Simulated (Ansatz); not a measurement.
Consider FH₃O₃SW.

Input file:

```
basis:
  gaussian:
    orbitals: def2-SVPD
crystal:
  periodic: [false, false, false]
  atoms:
    - {symbol: F, position_ang: [0.976803, 0.852292, -1.321510]}
    - {symbol: O, position_ang: [1.615370, -0.246564, 0.805182]}
    - {symbol: O, position_ang: [-0.897742, -1.021196, 1.228929]}
    - {symbol: O, position_ang: [-1.279076, -0.170776, -1.266276]}
    - {symbol: S, position_ang: [-0.674295, 2.096067, 1.030931]}
    - {symbol: W, position_ang: [-0.089216, 0.258976, 0.146173]}
    - {symbol: H, position_ang: [2.408117, 0.038837, 0.333996]}
    - {symbol: H, position_ang: [-0.892859, -1.984078, 1.186835]}
    - {symbol: H, position_ang: [-1.078602, 0.130141, -2.161361]}
hamiltonian:
  xc: {name: PBE0}
output:
  forces: true
  orbitals: {seedname: orbitals}
```

Command:

```sh
ansatz run input.yaml --threads 2 --pin off --max-ram 5220MiB --events-out events.jsonl --progress --plain --runs-dir runs
```

Geometry: PBE0-D4/def2-SVP; core potentials replace the inner electrons of W.

Method: isolated molecule in a Gaussian basis; Kohn-Sham density functional theory, functional PBE0 in Ansatz.

Q: What can the converged electron density and electron localisation function tell about the bonding?

A: W–O (1.86 Å): ρ at the midpoint is about 1.1 e/Å³; the ELF peaks at about 0.85 in the valence shell of O, 0.5 Å from its nucleus, and drops to about 0.25 between the two atoms.
W–F (1.91 Å): the density is about 0.97 e/Å³ at the midpoint; the ELF peaks at about 0.85 in the valence shell of F, 0.5 Å from its nucleus, and drops to about 0.25 between the two atoms.
W–S (2.12 Å): ρ is about 1.1 e/Å³ halfway; the ELF peaks at about 0.75 in the valence shell of S, 0.8 Å from its nucleus, and is about 0.50 at the midpoint.
O–H (0.96 Å): ρ at the midpoint is about 3.7 e/Å³; the ELF climbs to about 1 towards the hydrogen, as it does in any bond to H.

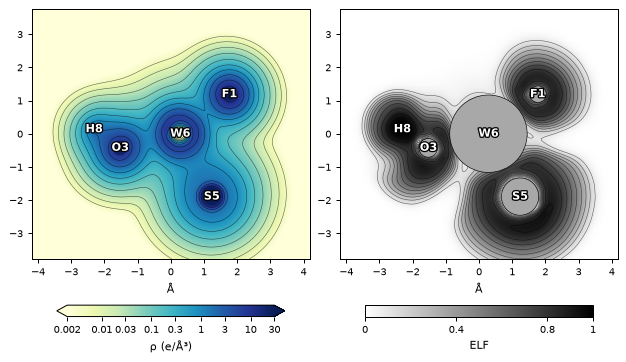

Computed electron density and electron localisation function on the plane of atoms F1, W6 and O3, in this order. Grey discs cover the atomic cores in the ELF map. 
